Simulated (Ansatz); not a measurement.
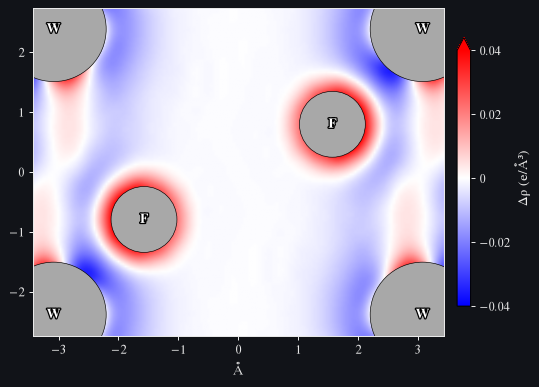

WF$_{2}$. Difference of the valence pseudo-densities of two functionals at the same geometry, on the (110) plane of the calculation cell: one of PBEsol and r2SCAN less the other.

Space group P-3m1; started from the cadmium iodide (1T) prototype, which need not be the ambient phase; the program warned that a starting moment wasn't kept; spin-polarised, but the moments vanished.

Both computed with Ansatz (plane waves, PAW), on the same k-point mesh. Grey discs cover the atomic cores.

Which was subtracted from which, and what does the map show?

It is r2SCAN less PBEsol. Against PBEsol, r2SCAN gives less density around W (−0.010 e/Å³ on average at 1.1 Å from the nucleus), more density around F (+0.015 e/Å³ on average at 0.7 Å from the nucleus) and a change of −0.024 e/Å³ at the midpoint of W–F.
